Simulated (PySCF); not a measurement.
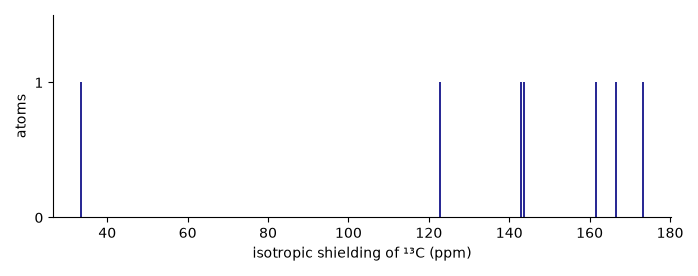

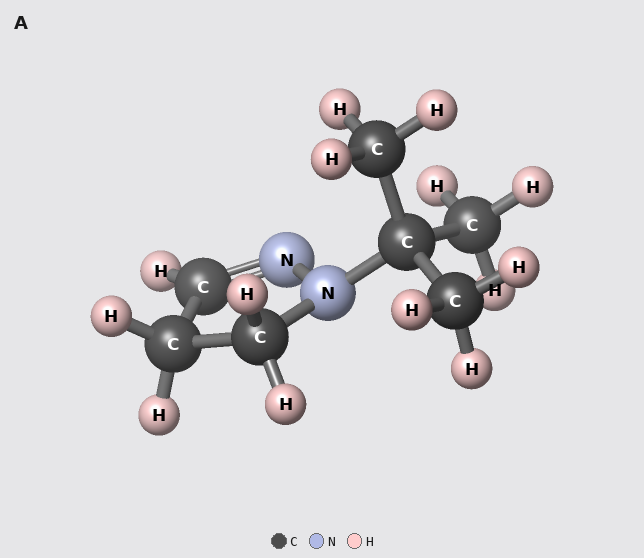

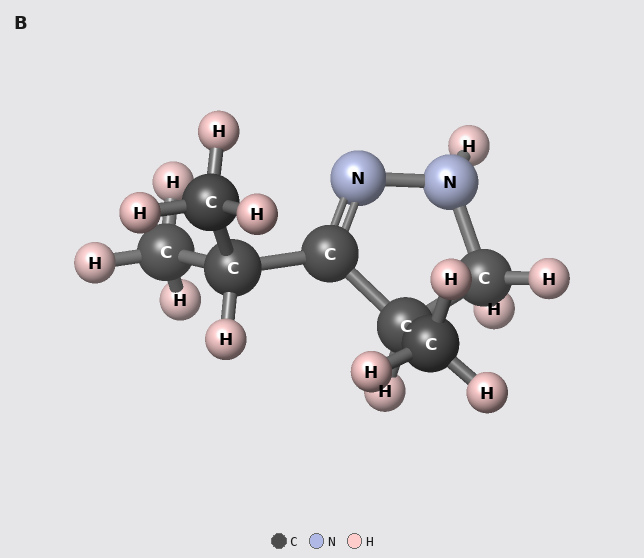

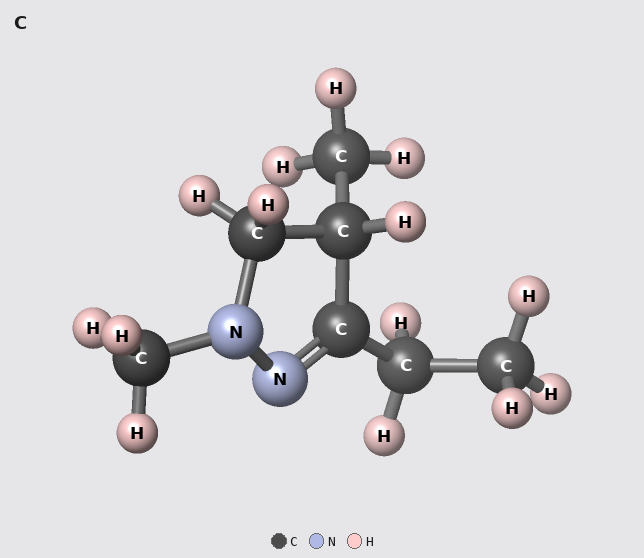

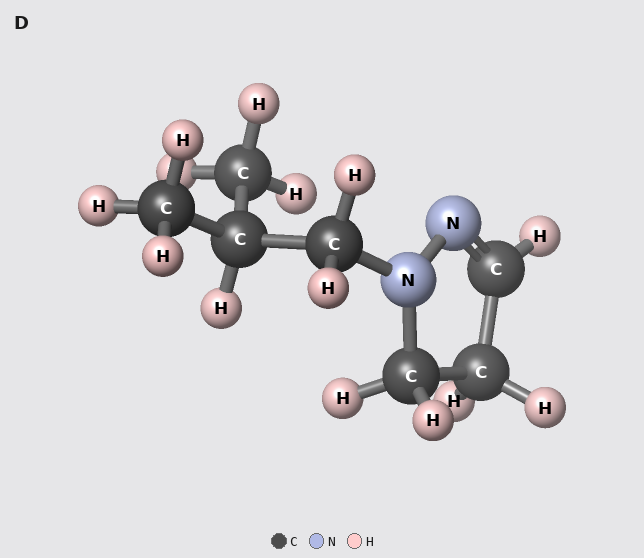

The sticks are computed shieldings of one of the molecules, for one fixed geometry (GFN2-xTB) without averaging over rotations. Low shielding means a high chemical shift. Method: GIAO PBE0/pcSseg-1 NMR shielding, non-relativistic, gas phase (PySCF 2.14.0).

Which molecule gives this pattern?

Answer. C, `CCC1=NN(C)C[C@@H]1C`. Its 7 C atoms give lines at 33.5, 122.8, 142.9, 143.6, 161.6, 166.6, 173.2 ppm.
